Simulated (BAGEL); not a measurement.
**ClF (chlorine monofluoride): a chain of runs**

Aim: a series of 15 runs (B3LYP/6-31G*, RI-MP2/6-31G*) of ClF. 

The calculation is run with BAGEL 1.2.2.

1 further run of the same task is left out (it didn't finish).

## 1. The molecule

ClF has 2 atoms, charge 0, and is taken as a singlet. As SMILES, `FCl`. The F1–Cl2 distance was set to 1.377 Å, away from the relaxed value.

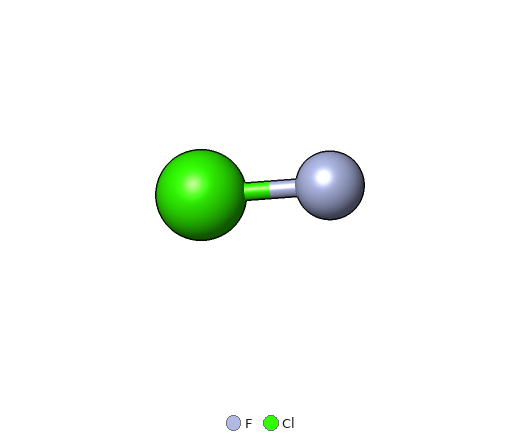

Viewed from a chosen angle; fluorine light blue, chlorine green.

## 2. A single-point energy at B3LYP/6-31G(d) (density fitting with svp-jkfit, spherical functions) (run 1)

File input.json:

```json
{ "bagel" : [

{
  "title" : "molecule",
  "basis" : "6-31gs.json",
  "df_basis" : "svp-jkfit",
  "angstrom" : true,
  "geometry" : [
    { "atom" : "F", "xyz" : [       0.000000,       0.000000,       0.274260 ] },
    { "atom" : "Cl", "xyz" : [       0.000000,       0.000000,       1.650960 ] }
  ]
},

{ "title" : "ks", "xc_func" : "b3lyp", "charge" : 0 },

{ "title" : "print", "file" : "orbitals.molden", "orbitals" : true }

]}
```

The basis set 6-31G* is read from a file made from the Basis Set Exchange's data (not shown).

The run is started by

```
BAGEL_NUM_THREADS=1 BAGEL input.json > input.out
```

What it wrote:

```text
* using 1 threads per process

  ===============================================================
  ===============================================================

  *** Geometry ***

  { "atom" : "F", "xyz" : [      0.000000,      0.000000,      0.518276 ] },
  { "atom" : "Cl", "xyz" : [      0.000000,      0.000000,      3.119862 ] },

  Number of auxiliary basis functions:      205

  Since a DF basis is specified, we compute 2- and 3-index integrals:
    o Being stored without compression. Storage requirement is 0.002 GB

  Number of basis functions:       32
  Number of electrons      :       26

    * METHOD: MOLECULE                             0.03

  *** Kohn-Sham DFT ***

    * Removing 1853 points whose weight is below 1.00e-10
    * Grid points: 27959

  === Nuclear Repulsion ===
    58.8102805495

       - DIIS with orbital gradients will be used.

  === KS iteration (b3lyp / 6-31gs.json) ===
      0       -548.39649470          0.23926859           0.04
      1       -533.92164366          0.33168492           0.03
      2       -541.06670129          0.21546399           0.03
      3       -556.56362824          0.20745941           0.03
      4       -559.83092612          0.01546397           0.03
      5       -559.85321656          0.00980010           0.03
      6       -559.86428373          0.00291589           0.03
      7       -559.86494886          0.00073760           0.03
      8       -559.86499889          0.00006591           0.03
      9       -559.86499920          0.00001039           0.03
     10       -559.86499922          0.00000164           0.03
     11       -559.86499922          0.00000005           0.03
     12       -559.86499922          0.00000001           0.03
     13       -559.86499922          0.00000000           0.03
    * SCF iteration converged.

    * Permanent dipole moment:
           (   -0.000000,    -0.000000,    -0.051856) a.u.

    * METHOD: KS                                   0.51

    * METHOD: PRINT                                0.00

  ===============================================================
```

Run time: 0.66 s. Hardware: 1 thread of Arm Neoverse V1, shared host.

## 3. Bond 2-1 at 1.620 A: the energy at RI-MP2/6-31G(d) (density fitting with svp-jkfit, spherical functions) (run 2)

File mp2.json:

```json
{ "bagel" : [

{
  "title" : "molecule",
  "basis" : "6-31gs.json",
  "df_basis" : "svp-jkfit",
  "angstrom" : true,
  "geometry" : [
    { "atom" : "F", "xyz" : [       0.000000,       0.000000,       0.031260 ] },
    { "atom" : "Cl", "xyz" : [       0.000000,       0.000000,       1.650960 ] }
  ]
},

{
  "title" : "hf",
  "charge" : 0
},

{
  "title" : "mp2",
  "charge" : 0,
  "ncore" : 6
}

]}
```

The basis set 6-31G* is read from a file made from the Basis Set Exchange's data (not shown).

The run is started by

```
BAGEL_NUM_THREADS=1 BAGEL mp2.json > mp2.out
```

What it wrote:

```text
* using 1 threads per process

  ===============================================================
  ===============================================================

  *** Geometry ***

  { "atom" : "F", "xyz" : [      0.000000,      0.000000,      0.059073 ] },
  { "atom" : "Cl", "xyz" : [      0.000000,      0.000000,      3.119862 ] },

  Number of auxiliary basis functions:      205

  Since a DF basis is specified, we compute 2- and 3-index integrals:
    o Being stored without compression. Storage requirement is 0.002 GB

  Number of basis functions:       32
  Number of electrons      :       26

    * METHOD: MOLECULE                             0.03

  *** RHF ***

  === Nuclear Repulsion ===
    49.9871045456

      * DIIS with orbital gradients will be used.

  === RHF iteration (6-31gs.json) ===
      0       -558.76357538          0.02469043           0.00
      1       -558.79541221          0.01562557           0.00
      2       -558.81618149          0.00156136           0.00
      3       -558.81648159          0.00037086           0.00
      4       -558.81650113          0.00007871           0.00
      5       -558.81650270          0.00002349           0.00
      6       -558.81650285          0.00000327           0.00
      7       -558.81650285          0.00000074           0.00
      8       -558.81650285          0.00000030           0.00
      9       -558.81650285          0.00000006           0.00
     10       -558.81650285          0.00000001           0.00
     11       -558.81650285          0.00000000           0.00
    * SCF iteration converged.

    * Permanent dipole moment:
           (   -0.000000,    -0.000000,    -0.485396) a.u.

    * METHOD: HF                                   0.07

  *** RHF ***

  === Nuclear Repulsion ===
    49.9871045456

      * DIIS with orbital gradients will be used.

  === RHF iteration (6-31gs.json) ===
      0       -558.81650285          0.00000000           0.00
    * SCF iteration converged.

    * Permanent dipole moment:
           (   -0.000000,    -0.000000,    -0.485396) a.u.

  === DF-MP2 calculation ===

    * freezing 6 orbitals
    * 3-index integral transformation done
    * assembly done

      MP2 correlation energy:   -0.3036765476      0.00

      MP2 total energy:       -559.1201793971

    * METHOD: MP2                                  0.01

  ===============================================================
```

Run time: 0.24 s. Hardware: 1 thread of Arm Neoverse V1, shared host.

Runs 3 to 7 aren't shown in full; the table further down has their settings and results.

## 4. Bond 2-1 at 2.591 A: the energy at RI-MP2/6-31G(d) (density fitting with svp-jkfit, spherical functions) (run 8)

File job.json:

```json
{ "bagel": [

{
  "title": "molecule",
  "basis": "6-31gs.json",
  "df_basis": "svp-jkfit",
  "angstrom": "true",
  "geometry": [
    { "atom": "F", "xyz": [    0.000000,    0.000000,   -0.940540 ] },
    { "atom": "Cl", "xyz": [    0.000000,    0.000000,    1.650960 ] }
  ]
},
{
  "title": "hf"
},
{
  "title": "mp2",
  "ncore": 6
}

]}
```

The basis set 6-31G* is read from a file made from the Basis Set Exchange's data (not shown).

The run is started by

```
BAGEL_NUM_THREADS=1 BAGEL job.json > job.out
```

What it wrote:

```text
* using 1 threads per process

  ===============================================================
  ===============================================================

  *** Geometry ***

  { "atom" : "F", "xyz" : [      0.000000,      0.000000,     -1.777363 ] },
  { "atom" : "Cl", "xyz" : [      0.000000,      0.000000,      3.119862 ] },

  Number of auxiliary basis functions:      205

  Since a DF basis is specified, we compute 2- and 3-index integrals:
    o Being stored without compression. Storage requirement is 0.002 GB

  Number of basis functions:       32
  Number of electrons      :       26

    * METHOD: MOLECULE                             0.03

  *** RHF ***

  === Nuclear Repulsion ===
    31.2421814519

      * DIIS with orbital gradients will be used.

  === RHF iteration (6-31gs.json) ===
      0       -558.38971671          0.04037255           0.00
      1       -558.01782386          0.06627894           0.00
      2       -558.64083087          0.00453922           0.00
      3       -558.64526443          0.00248550           0.00
      4       -558.64617040          0.00122198           0.00
      5       -558.64631978          0.00058968           0.00
      6       -558.64636328          0.00002573           0.00
      7       -558.64636339          0.00000456           0.00
      8       -558.64636339          0.00000231           0.00
      9       -558.64636339          0.00000030           0.00
     10       -558.64636339          0.00000004           0.00
     11       -558.64636339          0.00000001           0.00
    * SCF iteration converged.

    * Permanent dipole moment:
           (    0.000000,     0.000000,    -0.967863) a.u.

    * METHOD: HF                                   0.07

  *** RHF ***

  === Nuclear Repulsion ===
    31.2421814519

      * DIIS with orbital gradients will be used.

  === RHF iteration (6-31gs.json) ===
      0       -558.64636339          0.00000000           0.00
    * SCF iteration converged.

    * Permanent dipole moment:
           (    0.000000,     0.000000,    -0.967863) a.u.

  === DF-MP2 calculation ===

    * freezing 6 orbitals
    * 3-index integral transformation done
    * assembly done

      MP2 correlation energy:   -0.3752913324      0.00

      MP2 total energy:       -559.0216547264

    * METHOD: MP2                                  0.01

  ===============================================================
```

It took 0.24 s on 1 thread of Arm Neoverse V1, shared host.

Runs 9 to 14 aren't shown in full; the table further down has their settings and results.

## 5. Bond 2-1 at 4.535 A: a single-point energy at B3LYP/6-31G(d) (density fitting with svp-jkfit, spherical functions) (run 15)

File input.json:

```json
{ "bagel": [

{
  "title": "molecule",
  "basis": "6-31gs.json",
  "df_basis": "svp-jkfit",
  "angstrom": true,
  "geometry": [
    { "atom": "F", "xyz": [       0.000000,       0.000000,      -2.884140 ] },
    { "atom": "Cl", "xyz": [       0.000000,       0.000000,       1.650960 ] }
  ]
},

{ "title": "ks", "xc_func": "b3lyp" },

{ "title": "print", "file": "orbitals.molden", "orbitals": true }

]}
```

The basis set 6-31G* is read from a file made from the Basis Set Exchange's data (not shown).

The run is started by

```
BAGEL_NUM_THREADS=1 BAGEL input.json > input.out
```

What it wrote:

```text
* using 1 threads per process

  ===============================================================
  ===============================================================

  *** Geometry ***

  { "atom" : "F", "xyz" : [      0.000000,      0.000000,     -5.450235 ] },
  { "atom" : "Cl", "xyz" : [      0.000000,      0.000000,      3.119862 ] },

  Number of auxiliary basis functions:      205

  Since a DF basis is specified, we compute 2- and 3-index integrals:
    o Being stored without compression. Storage requirement is 0.002 GB

  Number of basis functions:       32
  Number of electrons      :       26

    * METHOD: MOLECULE                             0.03

  *** Kohn-Sham DFT ***

    * Removing 505 points whose weight is below 1.00e-10
    * Grid points: 29307

  === Nuclear Repulsion ===
    17.8527735293

       - DIIS with orbital gradients will be used.

  === KS iteration (b3lyp / 6-31gs.json) ===
      0       -553.64472260          0.12864960           0.04
      1       -556.85317760          0.10049416           0.04
      2       -558.25098815          0.04659508           0.03
      3       -558.74885529          0.06518835           0.03
      4       -559.29427781          0.03128003           0.03
      5       -558.87333383          0.05013137           0.03
      6       -558.91682773          0.04739722           0.03
      7       -559.28053570          0.03503512           0.03
      8       -559.07892242          0.03638127           0.03
      9       -558.94360444          0.05937233           0.03
     10       -559.09554975          0.05009561           0.03
     11       -559.16943751          0.04476948           0.03
     12       -558.87168263          0.05074347           0.03
     13       -558.88917258          0.04971139           0.03
     14       -558.87776519          0.05040017           0.03
     15       -559.20848542          0.04085976           0.03
     16       -559.09196915          0.05052994           0.03
     17       -559.18768543          0.04350949           0.03
     18       -559.12615119          0.03147903           0.03
     19       -559.09108890          0.03458201           0.03
     20       -558.97515396          0.04288248           0.03
     21       -558.94503186          0.05908292           0.03
     22       -558.91354088          0.06074551           0.03
     23       -558.88960523          0.06199103           0.03
     24       -558.88407657          0.06202967           0.03
     25       -559.23400111          0.03716510           0.03
     26       -558.79701109          0.05238585           0.03
[... 60 lines of this table left out ...]
     87       -558.94633292          0.04574742           0.03
     88       -558.94107467          0.04580423           0.03
     89       -559.07355723          0.03767387           0.03
     90       -559.08744488          0.05072220           0.03
     91       -559.03245050          0.05426973           0.03
     92       -559.28623130          0.03503637           0.03
     93       -559.07354332          0.03723732           0.03
     94       -559.06332800          0.03830545           0.03
     95       -559.09599115          0.03588617           0.03
     96       -559.07966238          0.03700405           0.03
     97       -558.95802193          0.05697483           0.03
     98       -558.90357395          0.05984382           0.03
     99       -559.16212674          0.04566543           0.03
    * Max iteration reached in SCF.

    * Permanent dipole moment:
           (    0.000001,    -0.000001,    -8.608317) a.u.

    * METHOD: KS                                   3.44

    * METHOD: PRINT                                0.00

  ===============================================================
```

It took 3.6 s on 1 thread of Arm Neoverse V1, shared host.

No converged result was reached.

## 6. The series

```csv
run,level,frozen core orbitals,partner,energy (Eh),wall time
1,"B3LYP/6-31G* (density fitting with svp-jkfit, spherical functions)",–,bond 2-1 at 1.377 A,-559.864999,0.66 s
2,"RI-MP2/6-31G* (density fitting with svp-jkfit, spherical functions)",6,bond 2-1 at 1.620 A,-559.120179,0.24 s
3,"B3LYP/6-31G* (density fitting with svp-jkfit, spherical functions)",–,bond 2-1 at 1.620 A,-559.937188,0.6 s
4,"RI-MP2/6-31G* (density fitting with svp-jkfit, spherical functions)",6,bond 2-1 at 1.863 A,-559.106282,0.24 s
5,"B3LYP/6-31G* (density fitting with svp-jkfit, spherical functions)",–,bond 2-1 at 1.863 A,-559.924022,0.6 s
6,"RI-MP2/6-31G* (density fitting with svp-jkfit, spherical functions)",6,bond 2-1 at 2.187 A,-559.061357,0.24 s
7,"B3LYP/6-31G* (density fitting with svp-jkfit, spherical functions)",–,bond 2-1 at 2.187 A,-559.877547,0.64 s
8,"RI-MP2/6-31G* (density fitting with svp-jkfit, spherical functions)",6,bond 2-1 at 2.591 A,-559.021655,0.24 s
9,"B3LYP/6-31G* (density fitting with svp-jkfit, spherical functions)",–,bond 2-1 at 2.591 A,-559.825532,0.7 s
10,"RI-MP2/6-31G* (density fitting with svp-jkfit, spherical functions)",6,bond 2-1 at 3.077 A,-559.015019,0.24 s
11,"B3LYP/6-31G* (density fitting with svp-jkfit, spherical functions)",–,bond 2-1 at 3.077 A,-559.786319,0.81 s
12,"RI-MP2/6-31G* (density fitting with svp-jkfit, spherical functions)",6,bond 2-1 at 3.725 A,-559.057220,0.46 s
13,"B3LYP/6-31G* (density fitting with svp-jkfit, spherical functions)",–,bond 2-1 at 3.725 A,not converged,3.6 s
14,"RI-MP2/6-31G* (density fitting with svp-jkfit, spherical functions)",6,bond 2-1 at 4.535 A,not converged,0.79 s
15,"B3LYP/6-31G* (density fitting with svp-jkfit, spherical functions)",–,bond 2-1 at 4.535 A,not converged,3.6 s
```

## 7. Outcome

| quantity | value |
| --- | --- |
| bond 2-1 at 3.725 A, run 12: total energy | -559.05722 Eh |
| bond 2-1 at 3.725 A, run 12: correlation energy (6 core orbitals frozen) | -518.4 mEh |

In runs 10, 11, 12 a closed-shell determinant meets a far-stretched bond, which it describes badly. All runs together took 14 s, the longest 3.6 s. 3 of the 15 runs did not end normally.
